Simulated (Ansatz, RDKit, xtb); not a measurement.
# C4H4F2OSi: ranking a sample of isomers, part 2 of 2

Which of a sample of isomers of C4H4F2OSi is the most stable in the gas at 298.15 K, and what are its properties? The sample is small against all isomers, and the most stable one of this formula need not be in it.

xtb, Ansatz and PySCF; isolated molecules. Earlier steps stand in the parts before.

## (7) Harmonic analysis of the finalists

The lowest few in one piece go on as finalists. In this search the thermal terms come from GFN2-xTB at its own nearest minimum. The first, c131b:

File start.xyz:

```xyz
12
c131b
C     -1.935206     0.985167    -2.325240
C     -2.195480     2.357780    -1.630274
C     -1.199681     1.819196    -0.622565
C     -0.964944     0.616823    -1.222136
F      1.149451    -1.088901    -2.016884
F     -0.801867    -2.157665    -0.689532
O     -2.343012     0.458548    -3.319128
Si     0.107380    -0.830663    -0.812497
H     -1.882214     3.245401    -2.207795
H     -3.227127     2.515261    -1.269097
H     -0.799174     2.261629     0.296006
H      0.865247    -0.650964     0.445309
```

Command:

```
$ xtb start.xyz --gfn 2 --ohess tight
```

What it wrote (excerpt; [...] marks lines left out):

```text
* xtb version 6.7.1
[...]
          :  # basis functions                  42          :
[...]
          :  # electrons                        44          :
[...]
          :  Hamiltonian                  GFN2-xTB          :
[...]
          :  net charge                          0          :
          :  unpaired electrons                  0          :
[...]
   *** convergence criteria satisfied after 13 iterations ***
[...]
   *** GEOMETRY OPTIMIZATION CONVERGED AFTER 8 ITERATIONS ***
[...]
   *** convergence criteria satisfied after 3 iterations ***
[...]
         ::                     SUMMARY                     ::
         :::::::::::::::::::::::::::::::::::::::::::::::::::::
         :: total energy             -25.920288372179 Eh    ::
         :: gradient norm              0.000173868519 Eh/a0 ::
         :: HOMO-LUMO gap              2.742084094080 eV    ::
         ::.................................................::
         :: SCC energy               -26.156774729607 Eh    ::
         :: -> isotropic ES            0.059494877852 Eh    ::
         :: -> anisotropic ES          0.000339721669 Eh    ::
         :: -> anisotropic XC          0.004016225397 Eh    ::
         :: -> dispersion             -0.008475377725 Eh    ::
         :: repulsion energy           0.236486357428 Eh    ::
         :: add. restraining           0.000000000000 Eh    ::
         :: total charge               0.000000000000 e     ::
         :::::::::::::::::::::::::::::::::::::::::::::::::::::
[...]
        22        2.0000           -0.4061298             -11.0514 (HOMO)
        23                         -0.3053603              -8.3093 (LUMO)
[...]
molecular dipole:
                 x           y           z       tot (Debye)
 q only:        0.236       1.177       1.271
   full:        0.176       1.493       1.431       5.275
molecular quadrupole (traceless):
[...]
          | TOTAL ENERGY              -25.920288372181 Eh   |
          | TOTAL ENTHALPY            -25.839644299476 Eh   |
          | TOTAL FREE ENERGY         -25.884289101740 Eh   |
          | GRADIENT NORM               0.000173748399 Eh/α |
[...]
```

Run time: 0.14 s. Hardware: 4 threads of Arm Neoverse V2, shared host.

## (8) Zero-point energy and free-energy terms

As xtb prints them, at 298.15 K, with its own treatment of low modes:

```
label              SMILES     spin  lowest mode (cm⁻¹)  zero-point (kcal/mol)  G − E (kcal/mol)
c131b  O=C1CC=C1[SiH](F)F  singlet                   6                   44.5              22.6
c807a  CC#CC(=O)[SiH](F)F  singlet                 17i                   43.0              19.9
c892a     F[SiH2]c1occc1F  singlet                  14                   43.8              22.7
```

c807a keeps an imaginary mode, a small one that points to a nearly free motion; the harmonic terms are rough for it.

## (9) The final energy

Each finalist gets a single point at CCSD(T)/def2-SVP + MP2/def2-TZVPP - MP2/def2-SVP.

c131b, CCSD(T)/def2-SVP:

File input.yaml:

```yaml
crystal:
  periodic: [false, false, false]
  atoms:
    - {symbol: C, position_ang: [-1.935206, 0.985167, -2.325240]}
    - {symbol: C, position_ang: [-2.195480, 2.357780, -1.630274]}
    - {symbol: C, position_ang: [-1.199681, 1.819196, -0.622565]}
    - {symbol: C, position_ang: [-0.964944, 0.616823, -1.222136]}
    - {symbol: F, position_ang: [1.149451, -1.088901, -2.016884]}
    - {symbol: F, position_ang: [-0.801867, -2.157665, -0.689532]}
    - {symbol: O, position_ang: [-2.343012, 0.458548, -3.319128]}
    - {symbol: Si, position_ang: [0.107380, -0.830663, -0.812497]}
    - {symbol: H, position_ang: [-1.882214, 3.245401, -2.207795]}
    - {symbol: H, position_ang: [-3.227127, 2.515261, -1.269097]}
    - {symbol: H, position_ang: [-0.799174, 2.261629, 0.296006]}
    - {symbol: H, position_ang: [0.865247, -0.650964, 0.445309]}
basis:
  gaussian:
    orbitals: def2-SVP
correlation:
  method: ccsd_t
  frozen_orbitals: {H: 0, C: 1, Si: 5, O: 1, F: 1}
```

Command:

```
$ ansatz run input.yaml --threads 4 --pin off --max-ram 7830MiB --events-out events.jsonl --progress --plain --runs-dir runs
```

What it wrote (excerpt; [...] marks lines left out):

```text
Warning: RAYON_NUM_THREADS=4 ignored (pool sized by the plan → 4); use --threads N
Functional definition: HF
  name "HF"
[...]
1341 factors; integrals over basis functions are off by at most 1.1e-3 eV
[...]
mean field -19486.72100166 eV, -716.1237882371 hartree, gradient 6.6e-6 eV, S^2 0.000000; 0 other end points of the search recorded, 0 dependent functions left out; unrestricted orbitals would lower it
12 core orbitals not correlated: weight in the atoms' cores, before any rotation towards them, 1.000 or more for the frozen orbitals, at most 0.000 for the correlated occupied ones
reference -19486.72100166 eV, -716.1237882371 hartree; 22, 22 occupied and 102, 102 virtual orbitals, 1341 factors
second order -31.33662628 eV of doubles, -0.00000000 eV of singles
cycle   1  -31.35287007 eV  change   -1.6e-2 eV  update   1.4e-1
[...]
cycle  11  -32.38697639 eV  change    2.2e-5 eV  update   6.8e-6
perturbative correction -1.01419799 eV, -0.0372710887 hartree
Total energy: -19520.12217604 eV, -717.3512587555 hartree
```

Wall time 23 s (4 threads of Arm Neoverse V2, shared host); peak memory 1.1 GiB.

## (10) c131b at MP2/def2-TZVPP

input.yaml: that of step 9 with these lines changed.

```diff
@@ -16,6 +16,3 @@
 basis:
-  gaussian:
-    orbitals: def2-SVP
-correlation:
-  method: ccsd_t
-  frozen_orbitals: {H: 0, C: 1, Si: 5, O: 1, F: 1}
+  gaussian: {orbitals: def2-TZVPP}
+correlation: {method: mp2, frozen_orbitals: {H: 0, C: 1, Si: 5, O: 1, F: 1}}
```

Command:

```
$ ansatz run input.yaml --threads 4 --pin off --max-ram 7830MiB --events-out events.jsonl --progress --plain --runs-dir runs
```

What it wrote:

```text
Warning: RAYON_NUM_THREADS=4 ignored (pool sized by the plan → 4); use --threads N
[... 2 set-up lines as earlier in the session ...]
  exchange = exact_x
  correlation = 0
1955 factors; integrals over basis functions are off by at most 9.3e-4 eV
mean field evaluation 1: about -19497.7785 eV, gradient 5.2e1 eV
mean field evaluation 2: about -19498.1590 eV, gradient 5.3e1 eV
mean field evaluation 4: about -19503.8411 eV, gradient 5.7e0 eV
mean field evaluation 8: about -19503.9719 eV, gradient 6.6e-1 eV
mean field evaluation 16: about -19503.9747 eV, gradient 2.0e-6 eV
mean field -19503.97471912 eV, -716.7578506589 hartree, gradient 1.9e-6 eV, S^2 0.000000; 0 other end points of the search recorded, 0 dependent functions left out
12 core orbitals not correlated: weight in the atoms' cores, before any rotation towards them, 1.000 or more for the frozen orbitals, at most 0.000 for the correlated occupied ones
reference -19503.97471912 eV, -716.7578506589 hartree; 22, 22 occupied and 281, 281 virtual orbitals, 1955 factors
second order -39.70330595 eV of doubles, -0.00000000 eV of singles
Total energy: -19543.67802508 eV, -718.2169202408 hartree
```

Run time: 8.1 s. Hardware: 4 threads of Arm Neoverse V2, shared host; peak memory 1 GiB.

## (11) c807a at CCSD(T)/def2-SVP

File input.yaml:

```yaml
crystal:
  periodic: [false, false, false]
  atoms:
    - {symbol: C, position_ang: [-3.693951, 0.260168, 0.603449]}
    - {symbol: C, position_ang: [-2.268156, 0.264758, 0.360968]}
    - {symbol: C, position_ang: [-1.058321, 0.242232, 0.181168]}
    - {symbol: C, position_ang: [0.337409, 0.345926, -0.154178]}
    - {symbol: F, position_ang: [0.362656, 3.101159, -1.036584]}
    - {symbol: F, position_ang: [0.047134, 1.295024, -2.872253]}
    - {symbol: O, position_ang: [1.229852, -0.320948, 0.354802]}
    - {symbol: Si, position_ang: [0.830149, 1.624263, -1.497291]}
    - {symbol: H, position_ang: [-4.214575, 1.002462, -0.021671]}
    - {symbol: H, position_ang: [-3.906084, 0.486863, 1.661038]}
    - {symbol: H, position_ang: [-4.118151, -0.733902, 0.387018]}
    - {symbol: H, position_ang: [2.287253, 1.611253, -1.734745]}
basis:
  gaussian:
    orbitals: def2-SVP
magnetization:
  spin_polarized: false
  initial_magnetization: 0
correlation:
  method: ccsd_t
  frozen_orbitals: {H: 0, C: 1, Si: 5, O: 1, F: 1}
```

Command:

```
$ ansatz run input.yaml --threads 4 --pin off --max-ram 7830MiB --events-out events.jsonl --progress --plain --runs-dir runs
```

What it wrote (excerpt; [...] marks lines left out):

```text
Warning: RAYON_NUM_THREADS=4 ignored (pool sized by the plan → 4); use --threads N
[... 2 set-up lines as earlier in the session ...]
[...]
1340 factors; integrals over basis functions are off by at most 1.1e-3 eV
[...]
mean field -19485.92090907 eV, -716.0943853768 hartree, gradient 1.8e-6 eV, S^2 0.000000; 0 other end points of the search recorded, 0 dependent functions left out; unrestricted orbitals would lower it
12 core orbitals not correlated: weight in the atoms' cores, before any rotation towards them, 1.000 or more for the frozen orbitals, at most 0.000 for the correlated occupied ones
reference -19485.92090907 eV, -716.0943853768 hartree; 22, 22 occupied and 102, 102 virtual orbitals, 1340 factors
second order -31.40972568 eV of doubles, -0.00000000 eV of singles
cycle   1  -31.29870930 eV  change    1.1e-1 eV  update   1.5e-1
[...]
cycle  10  -32.40594892 eV  change   -1.5e-5 eV  update   2.4e-5
perturbative correction -1.01910759 eV, -0.0374515131 hartree
Total energy: -19519.34596558 eV, -717.3227335472 hartree
```

Run time: 22 s. Hardware: 4 threads of Arm Neoverse V2, shared host; peak memory 1.1 GiB.

For c131b, c807a, c892a the log finds that unrestricted Hartree-Fock orbitals lie lower, a sign to watch the closed-shell reference there.

## (12) Putting it together

Energies in kcal/mol from c131b; G adds the thermal terms to the CCSD(T)/def2-SVP + MP2/def2-TZVPP - MP2/def2-SVP energy. The columns left of the relaxed level are at the tight-binding geometries.

```csv
label,SMILES,spin,GFN2-xTB,HF/STO-3G,r2SCAN-D4/def2-SVP,"r2SCAN-D4/def2-SVP, relaxed",HF/def2-SVP,MP2/def2-SVP,CCSD(T)/def2-SVP + MP2/def2-TZVPP - MP2/def2-SVP,G,share at equilibrium,T1
c131b,O=C1CC=C1[SiH](F)F,singlet,0.0,0.0,0.0,0.0,0.0,0.0,0.0,0.0,100.0 %,0.015
c807a,CC#CC(=O)[SiH](F)F,singlet,13.0,19.6,20.0,19.5,18.5,16.8,17.7,15.0,< 0.1 %,0.015
c892a,F[SiH2]c1occc1F,singlet,2.6,-16.1,28.6,28.0,37.5,34.3,39.0,39.1,< 0.1 %,0.014
```

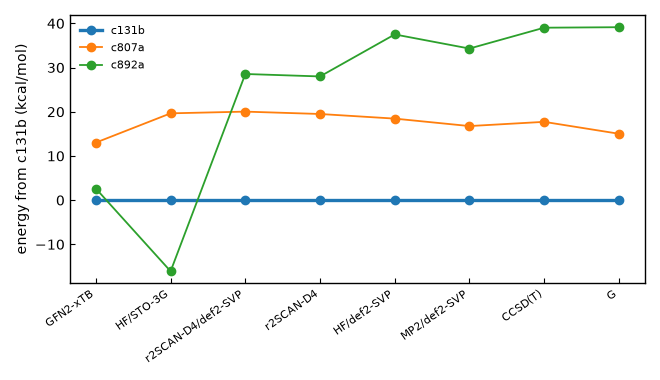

The finalists at each level, measured from c131b.

Lowest found: c131b, `O=C1CC=C1[SiH](F)F`, a singlet. Bond lengths: C1–C2 1.560 Å, C2–C3 1.516 Å, C1–C4 1.515 Å, C3–C4 1.364 Å, C1–O7 1.196 Å, C4–Si8 1.847 Å, F5–Si8 1.613 Å, F6–Si8 1.613 Å, C2–H9 1.104 Å, C2–H10 1.104 Å, C3–H11 1.095 Å, Si8–H12 1.479 Å. Some angles: C1–C2–C3 82.8°, C2–C1–C4 89.8°, C2–C1–O7 134.5°, C4–C1–O7 135.8°, C2–C3–C4 97.7°, C1–C4–C3 89.7°, C1–C4–Si8 136.4°, C3–C4–Si8 133.9°, C4–Si8–F5 109.6°, C4–Si8–F6 109.5°.

```xyz
12

C    -1.9352    0.9852   -2.3252
C    -2.1955    2.3578   -1.6303
C    -1.1997    1.8192   -0.6226
C    -0.9649    0.6168   -1.2221
F     1.1495   -1.0889   -2.0169
F    -0.8019   -2.1577   -0.6895
O    -2.3430    0.4585   -3.3191
Si    0.1074   -0.8307   -0.8125
H    -1.8822    3.2454   -2.2078
H    -3.2271    2.5153   -1.2691
H    -0.7992    2.2616    0.2960
H     0.8652   -0.6510    0.4453
```

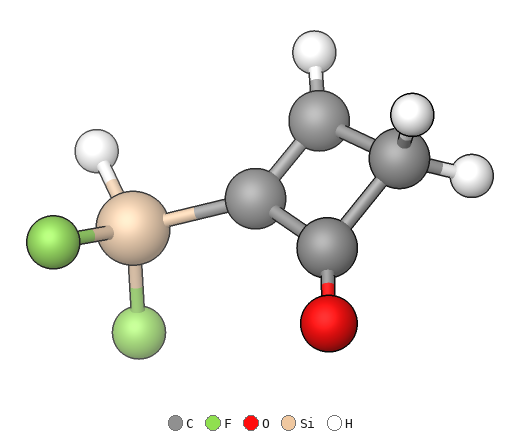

The lowest structure found, seen from a chosen angle (carbon grey, fluorine green, oxygen red, silicon light orange, hydrogen white).

## (13) Results

This closing draws on all 2 parts.

| quantity | value |
| --- | --- |
| lowest structure found | O=C1CC=C1[SiH](F)F, singlet |
| next finalist | CC#CC(=O)[SiH](F)F, singlet, 15.0 kcal/mol higher in G |
| share at equilibrium, among the finalists | 100.0 % |
| funnel | 5 starts, 5 minima at GFN2-xTB, 6 screening runs, 3 relaxed, 3 ranked |
| CPU time of all runs | 10 min |

What this shows: `O=C1CC=C1[SiH](F)F` comes out lowest. Among the finalists first place is clear (15.0 kcal/mol); structures outside the list aren't covered. GFN2-xTB, r2SCAN-D4/def2-SVP, r2SCAN-D4/def2-SVP, relaxed, HF/def2-SVP and MP2/def2-SVP already put its bonding pattern lowest among the structures in one piece; HF/STO-3G favours the singlet F[SiH2]c1occc1F. The largest share of the time went into the final energies (54 %). The search is not exhaustive (a finite list of starts, one conformer a finalist), so a lower isomer can't be ruled out. Only 4 drawn patterns were tried, so whole families of isomers are missing, and the result ranks this sample alone.
